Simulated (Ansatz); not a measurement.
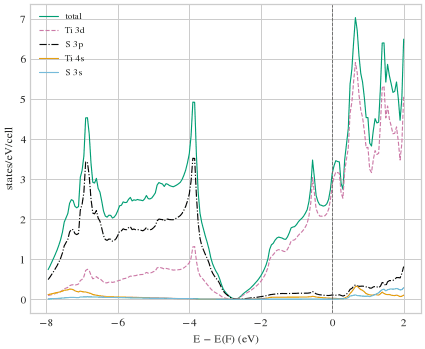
Figure. Total and projected density of states of TiS (NiAs type, P6_3/mmc), LDA in the plane-wave PAW code Ansatz

Problem. Which orbitals carry the states next to the Fermi level?

Solution. Within 0.5 eV of the Fermi level: Ti 3d 90 %. Projections are on Löwdin-orthogonalised atomic valence shells; empty p or d shells of many metals are not among them.

Problem. Where is the tallest occupied peak in this window, and what makes it?

Solution. Near -3.9 eV, about 4.9 states/eV per cell; the largest projected share is S 3p.

The workflow started from an entry of the Crystallography Open Database (COD), which files this formula under 2 space groups. Whether it is the stable phase at ambient conditions was not checked. Symmetry was held in the LDA relaxation; of distortions, only those at the zone centre were tested. No spin polarisation was allowed.

Potentials: the later of the program's two PAW sets.
